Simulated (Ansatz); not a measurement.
**Y under a change: Y → La**

Base system: Y in the hcp (Mg type) structure (space group P6_3/mmc, No. 194; a = 3.683 Å, c = 5.698 Å).

Perturbation: every Y is replaced by La; the structure is relaxed again.

The values are results of DFT with r2SCAN, PAW potentials and a 500 eV plane-wave cutoff in Ansatz (an electronic-structure program), spin-orbit coupling left out, not measurements. k-mesh 14×14×8 (Γ-centred); smearing 0.05 eV (Fermi–Dirac), for the changed cell.

The volume per atom increases by 4.56 Å³ to 38.02 Å³ and the density increases by 1.655 g/cm³ to 6.07 g/cm³. The lattice parameter a goes up by 0.251 bohr (6.959 bohr → 7.210 bohr) and the c/a ratio grows by 0.034 to 1.581. The space group remains P6_3/mmc (No. 194) and the shortest interatomic distance increases by 0.340 bohr, from 6.718 bohr to 7.058 bohr. The band gap remains zero.

Final structure:

```
La
1.0
    3.81523     0.00000     0.00000
   -1.90762     3.30409     0.00000
    0.00000     0.00000     6.03236
La
2
Direct
  0.33333   0.66667   0.75000
  0.66667   0.33333   0.25000
```

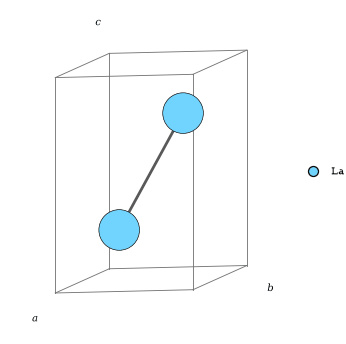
Fig. 1. The relaxed conventional cell after the change

Stability against distortions was not tested. All final runs are without spin polarisation.
